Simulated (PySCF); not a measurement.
C4H8NSi (doublet)

```xyz
14

N     2.5560   -0.7894   -0.9452
C     1.7360   -0.7985   -0.0446
C     0.3204   -0.6802    0.2661
C     0.0026    0.4171    1.3130
Si   -1.5046    0.9930    0.2875
C    -0.6007   -0.1957   -0.9003
H     2.3816   -0.6966   -1.9509
H    -0.0177   -1.6536    0.6309
H     0.8063    1.1502    1.3656
H    -0.1520    0.0319    2.3177
H    -2.7948    0.4976    0.7660
H    -1.5606    2.4066   -0.0755
H    -0.0225    0.3168   -1.6682
H    -1.1508   -0.9997   -1.3843
```

Geometry: GFN2-xTB.

Theory: PySCF, UKS B3LYP, pcH-1 on C H N Si, non-relativistic, mean-field spin-orbit, GIAO.

### Predict the electron density, electron localisation function and spin density between the atoms.

C–C (1.45 Å): ρ at the midpoint is about 1.8 e/Å³; the ELF peaks at about 0.95 between the atoms: a covalent bond.
C–H (1.09 Å): the density is about 2 e/Å³ at the midpoint; the ELF climbs to about 1 towards the hydrogen, as it does in any bond to H: a covalent bond by its length.
The unpaired spin (1 electron) lies mostly on C2 (about 0.6), N1 (about 0.2), H7 (about 0.1) and C3 (about 0.1), in electrons by Hirshfeld's partition.

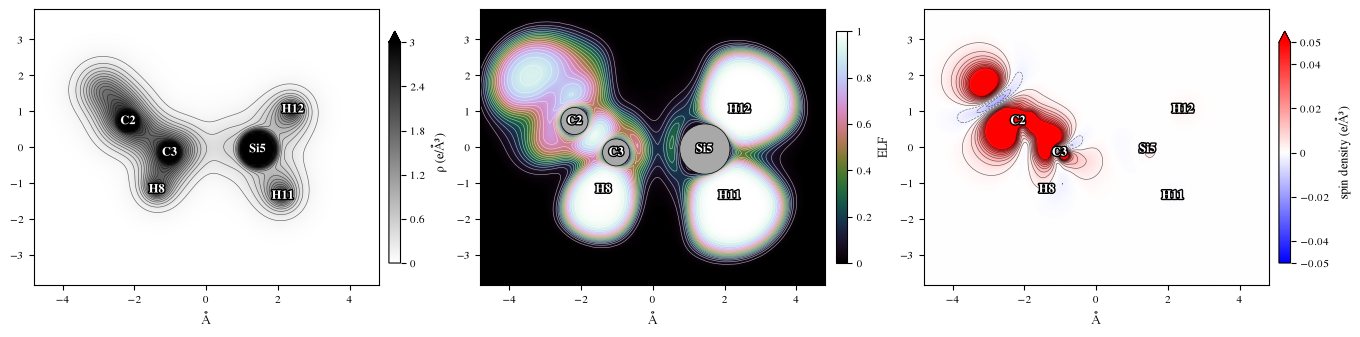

Computed electron density, electron localisation function and spin density on the plane of atoms H11, Si5 and H12, in this order. Grey discs cover the atomic cores in the ELF map. 
